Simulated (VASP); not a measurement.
Band structure of AlGaN$_{2}$ (space group P-4m2). Computed with r2SCAN meta-GGA, VASP's PBE PAW potentials (set 64) (plane waves; VASP 6.6.1).

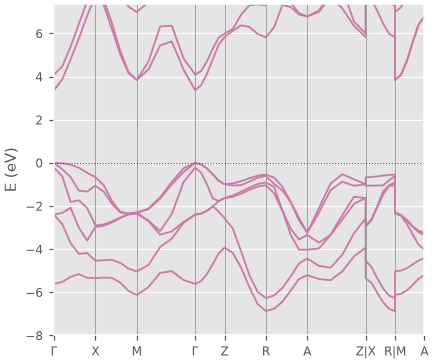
Fig. 1. Bands along high-symmetry lines, zero at the valence-band maximum or, without a gap, the Fermi level

Question: Read the plot: is there a gap, and where are the band edges?

Answer: The gap is direct, 3.37 eV, from the valence maximum at Γ to the conduction minimum at Γ.

The structure comes from a computed database's AlGaN2 entry (P-4m2); how it stands against other phases isn't given here. It was relaxed first.
